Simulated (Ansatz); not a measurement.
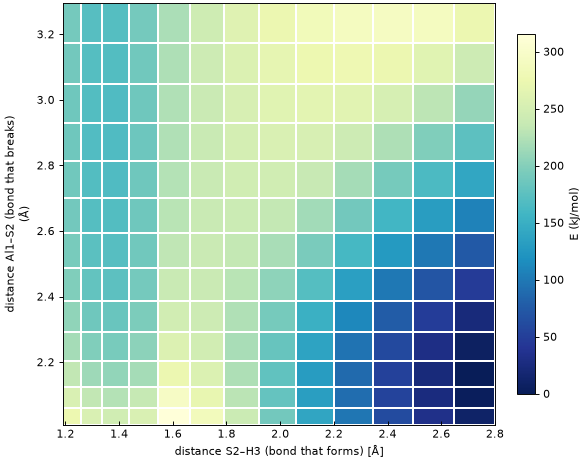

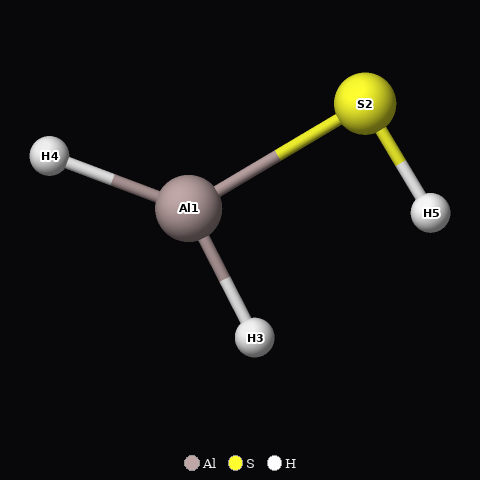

Energy landscape of the reacting system AlH₃S (fragments AlH₃S where the first distance is long, AlH + H₂S where the second is long). Coordinates scanned: (1) distance S2–H3 (bond that forms); (2) distance Al1–S2 (bond that breaks). Relaxed at each point: all other coordinates. The scan uses a 13 × 13 grid. Points are written as (first, second). All energies are given in kJ/mol relative to the lowest grid point. Energies and slopes of some neighbouring points disagree (a jump in structure or state, or too coarse a mesh). The reference is spin-restricted, so regions where a bond is pulled apart into radicals lie too high. Level of theory: Ansatz 0.2.0, RKS B3LYP-D4/def2-TZVP.

The picture shows one coloured cell a grid point. The second picture is the structure at the lowest point.

Question: Where are the lowest and the highest points?

Answer: The lowest grid point is at (2.724 Å, 2.162 Å). It lies at the edge of the scanned range, so the true minimum may lie outside. Other grid points that lie below all their neighbours: (1.384 Å, 2.872 Å) (167 kJ/mol higher). The highest grid point, (1.604 Å, 2.034 Å), lies 315 kJ/mol above the lowest.

The input of one point:

```yaml
crystal:
  periodic: [false, false, false]
  atoms:
    - { symbol: Al, position_ang: [-0.595071, -0.380314, -0.19409] }
    - { symbol: S, position_ang: [0.381885, 1.442652, 0.435668] }
    - { symbol: H, position_ang: [0.738694, -1.184612, -0.18911] }
    - { symbol: H, position_ang: [-2.093106, -0.697855, -0.516595] }
    - { symbol: H, position_ang: [1.567498, 0.820229, 0.464123] }
basis:
  gaussian: { orbitals: def2-TZVP }
hamiltonian:
  xc: { name: B3LYP }
  dispersion: d4
output:
  forces: true
relax:
  f_tol: 0.02
  max_steps: 50
  escape_saddle: false
  constraints: [{ distance: [1, 2] }, { distance: [0, 1] }]
scf:
  lower_state_search: "off"
```

The whole map (169 points run) took 26 min on 1 thread of Arm Neoverse V1, on a shared host.
